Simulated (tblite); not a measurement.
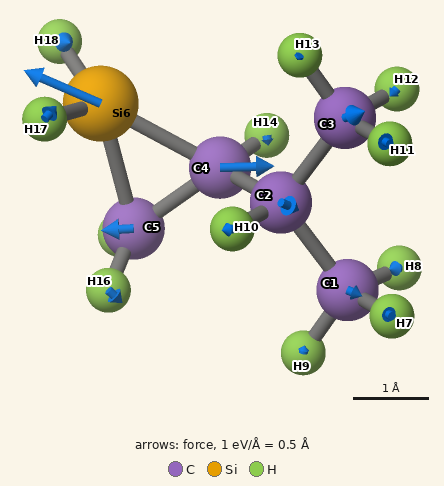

Starting geometry of C5H12Si with the computed forces as blue arrows. Style: ball-and-stick. Shown from a free direction.

The calculation used GFN2-xTB geometry optimisation, gas phase in tblite. 

### What follows when this structure is relaxed?

It isn't relaxed: the largest force vector, on the Si atom, is 2.26 eV/Å. The final displacements follow the starting forces only in part (cosine between the two patterns 0.36). The atom that moves furthest after the best rigid fit is an H atom (0.28 Å). Largest moves by element: H 0.28 Å, Si 0.10 Å, C 0.06 Å. Among the contacts that change: C–Si 1.833 → 1.887 Å, C–C 1.496 → 1.535 Å, H–Si 1.477 → 1.452 Å, C–H 1.108 → 1.088 Å. Among the angles between lasting bonds that change: C–Si–H 107.6° → 118.7°, C–Si–H 108.7° → 117.8°, Si–C–H 114.1° → 120.8°. The energy falls by 0.307 eV in 54 geometry steps.
